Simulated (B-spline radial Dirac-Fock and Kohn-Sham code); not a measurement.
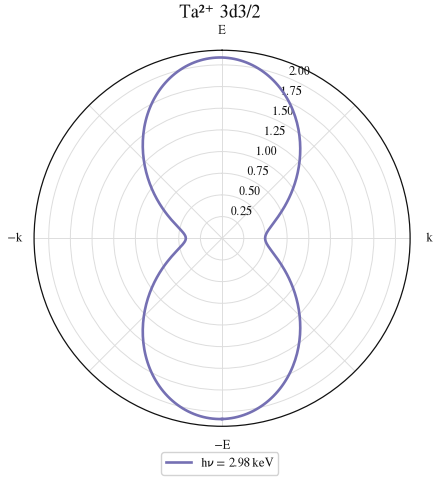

**Figure.** Angular distribution of photoelectrons from M4 (3d3/2) in the plane of the polarisation E (up) and the photon direction k (right), relative to an isotropic one. System: tantalum in charge state +2 (Ta²⁺). Computed with a radial B-spline solver: a Dirac–Hartree–Slater potential; 1 + βP₂(cos θ) + (δ + γ cos²θ) sin θ cos φ with E1 and E1–E2 terms. Open shells are averaged over j.

At 2.98 keV, β = 1.085, γ = −0.096 and δ = 0.039. At 2.98 keV the emission 45° forward of E is 0.99 times that 45° backward, and the lobe peaks 0° from E.
